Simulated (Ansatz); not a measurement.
A series of calculations on C$_{3}$H$_{2}$FS

Part 1: Relaxation

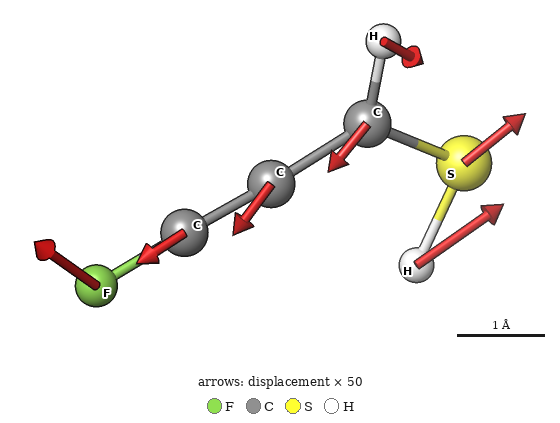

This is a relaxation of C₃H₂FS (charge +1). The starting structure is drawn; red arrows show the displacements, magnified 50 times. The two geometries are superimposed by the best rigid fit.

The picture is a ball-and-stick view, seen at a tilt.

The run prepares an end point of a later path (torsion) calculation, from a guessed geometry.

All numbers below come from Ansatz 0.2.0, RKS r2SCANh-D4/6-31G*. (no spin polarisation; force threshold 0.015 eV/Å; at most 40 steps)

Describe the change and its energy.

Answer. The energy falls by 0.008 eV in 4 accepted moves (6 points after the start). The largest force component goes from 0.48 to 0.0047 eV/Å. The line search rejected the trial steps at points 2, 3 of the run. The largest moves after the best rigid fit, 0.026 Å, are those of F and H atoms. Largest moves by element: H 0.026 Å, F 0.025 Å, S 0.019 Å, C 0.015 Å. Near-neighbour distances that change, for instance: C–S 1.659 → 1.670 Å, C–H 1.088 → 1.092 Å. Among the angles between lasting bonds that change: S–C–H 115.7° → 113.5°.

Part 2: Relaxation

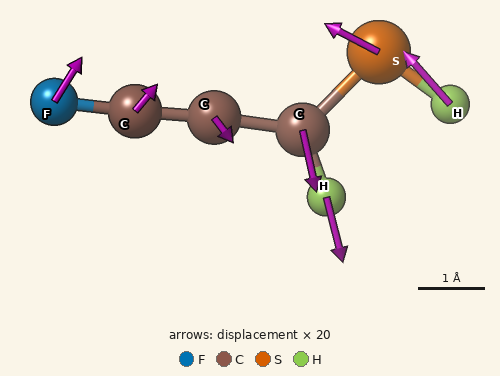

A relaxation of C3H2FS (charge +1). The starting structure is drawn; purple arrows show the displacements, magnified 20 times. The two geometries are superimposed by the best rigid fit.

A ball-and-stick model, seen face on.

The run prepares an end point of a later path (torsion) calculation, from a guessed geometry.

These are results of Ansatz, RKS r2SCANh-D4/6-31G*, not measurements. Settings: no spin polarisation; force threshold 0.015 eV/Å; at most 40 steps.

**What happened in the run?**

After 5 geometry steps the energy has fallen by 0.030 eV. The largest force component goes from 0.56 to 0.014 eV/Å. An H atom moves most after the best rigid fit: 0.055 Å. Largest moves by element: H 0.055 Å, C 0.050 Å, S 0.048 Å, F 0.041 Å. Near-neighbour distances that change, for instance: C–S 1.659 → 1.674 Å, H–S 1.354 → 1.348 Å. Among the angles between lasting bonds that change: C–C–S 126.6° → 122.4°, S–C–H 115.7° → 118.6°, C–S–H 98.6° → 96.4°.

Part 3: Path

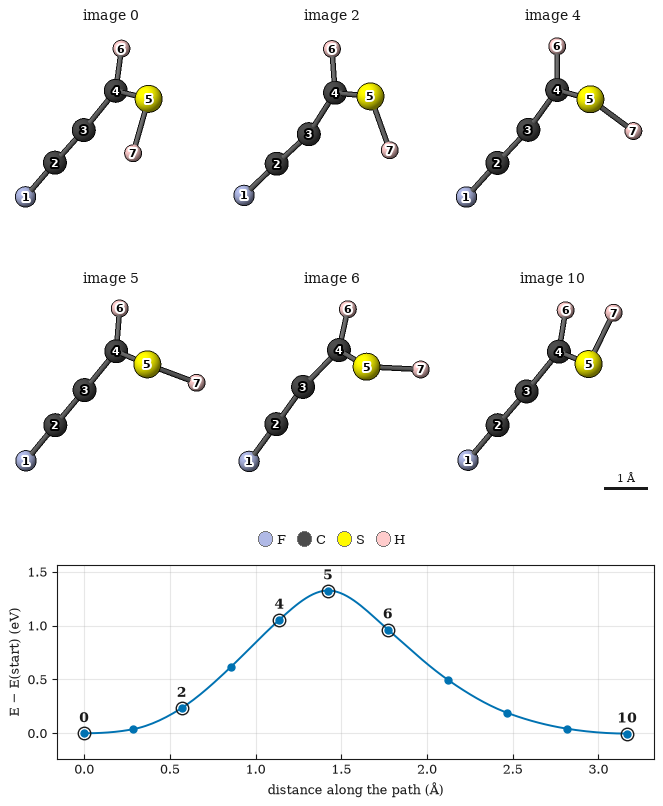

A search for the minimum-energy path of C$_{3}$H$_{2}$FS (charge +1) by the nudged elastic band. Images are numbered from 0 (start) to 10 (end). The picture is a ball-and-stick view, seen from a free direction.

Method: RKS r2SCANh-D4/6-31G* in Ansatz 0.2.0. Set-up: 9 movable images; climbing image; force threshold 0.03 eV/Å; iteration limit 60; starting path through a guess of the saddle point.

Read off the barrier and say what moves.

Answer. The motion is a rotation about the C4–S5 bond by about 180°, with a turn of about 360° about C3–C4. No bond forms or breaks between the ends. Bond angles that change up to the highest image, for instance: C4–S5–H7 97.8° → 92.7°, S5–C4–H6 113.5° → 118.3°. The two ends have nearly the same energy, and the highest point, image 5, lies 1.33 eV above the start. The band is converged.
